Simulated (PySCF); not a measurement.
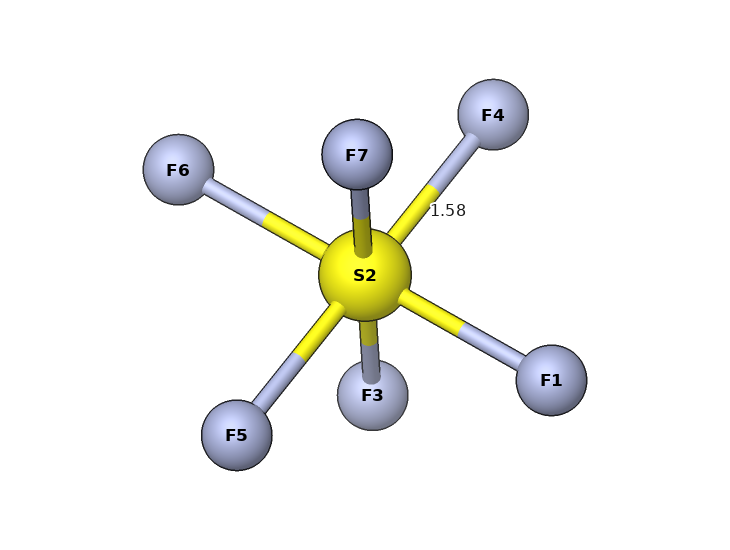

Bond lengths are marked in Å; every bond is drawn as one stick. The computed structure is the end point of a PBE0-D3(BJ)/def2-SVP optimisation. No frequency run is at hand to confirm it as a minimum.

Which of the marked bonds are single, double, triple or aromatic?

S2–F4 single.

Give the structure as SMILES.

FS(F)(F)(F)(F)F
